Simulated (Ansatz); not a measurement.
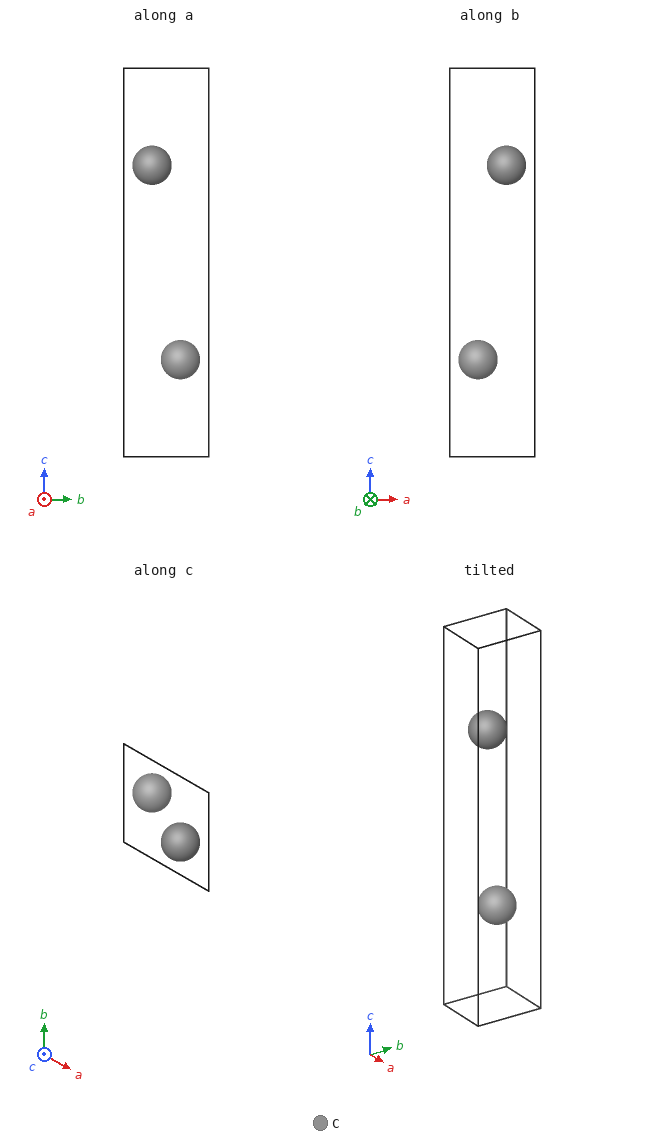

Shown here is a ball-and-stick view of the crystal, taken along the a axis, along the b axis, along the c axis and slightly off an axis. One conventional unit cell is framed, with atoms on its boundary repeated.

Lattice parameters: a = 1.775 Å, b = 1.775 Å, c = 7.017 Å, α = 90.00°, β = 90.00°, γ = 120.00°.

### Reconstruct the structure as a table of Wyckoff sites.

Space group P6_3/mmc (No. 194).
```csv
atom,site,x,y,z
C,2c,0.3333,0.6667,0.2500
```

Origin of the cell: a structure type filled with this element by a generator (whether the element takes this form wasn't checked). Earlier steps of the study may have refined or changed the cell and positions. It was run through Ansatz as a DFT input.

At this level of theory the cell isn't at rest (stretched, at -10 GPa), so its distances can differ from those at equilibrium, the more so the softer the solid.
